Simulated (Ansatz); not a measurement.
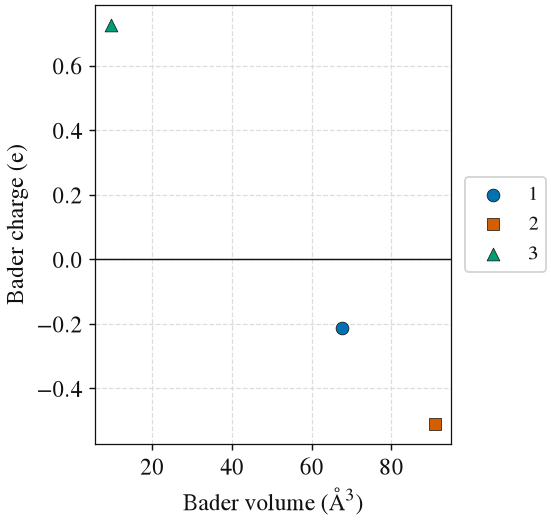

Bader charges of the atoms (positive: electrons lost), against the volumes of their basins.

The material is LiCaLa, space group I-4m2, 3 atoms in the cell; a = 5.43 Å, b = 5.43 Å, c = 6.88 Å, α = 66.78°, β = 66.78°, γ = 90.00°.

Level of theory: DFT with PBE, PAW plane waves, no spin polarisation, 7×7×7 k mesh, 420 eV cutoff, Fermi-Dirac smearing of 0.1 eV; code Ansatz 0.2.0.

**Which number is which element?**

1 is Ca; 2 is La; 3 is Li. The Bader charges are Li +0.73 e, Ca −0.21 e and La −0.51 e.

The structure was built from a prototype or by substitution, so it need not be a known phase.
